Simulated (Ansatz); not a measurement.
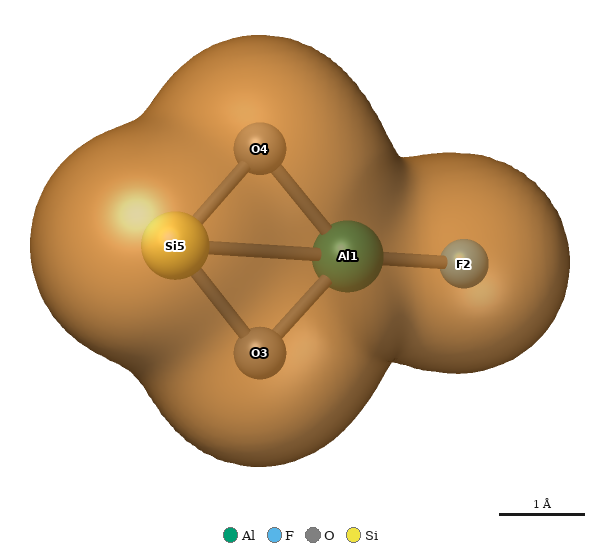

AlFO2Si (SMILES [F][Al-]12[O][Si+]1[O]2). Isosurface of the electron density at 0.05 e/Å³ (orange), seen at a tilt.

Geometry: PBE0-D3(BJ)/def2-SVP.

Theory: isolated molecule in a Gaussian basis; Kohn-Sham density functional theory, functional PBE0 in Ansatz 0.2.0.

The calculation's input:

```
crystal:
  periodic: [false, false, false]
  atoms:
    - {symbol: Al, position_ang: [-1.504949, 0.257607, 0.169187]}
    - {symbol: F, position_ang: [-2.567205, 1.477602, -0.115939]}
    - {symbol: O, position_ang: [-0.471154, -0.739200, -0.812481]}
    - {symbol: O, position_ang: [-0.936957, -0.585186, 1.580972]}
    - {symbol: Si, position_ang: [0.070013, -1.551201, 0.592106]}
basis:
  gaussian:
    orbitals: def2-TZVPD
output: {forces: true, orbitals: {seedname: orbitals}}
hamiltonian:
  xc: {name: PBE0}
```

Run with:

```sh
ansatz run input.yaml --threads 1 --pin off --max-ram 2610MiB --events-out events.jsonl --progress --plain --runs-dir runs
```

Question: Which contacts does the surface bridge?

Answer: At this value the surface is in one piece. It bridges the sampled Al–F (1.64 Å), Si–O (1.71 Å), Al–O (1.74 Å) and Al–Si (2.44 Å) contacts, where the density stays above the isovalue. On the grid the lowest density along these lines, outside the cores, is 0.81 e/Å³ (Al–F, 1.64 Å), 0.88 e/Å³ (Si–O, 1.71 Å), 0.74 e/Å³ (Al–O, 1.74 Å) and 0.38 e/Å³ (Al–Si, 2.44 Å).
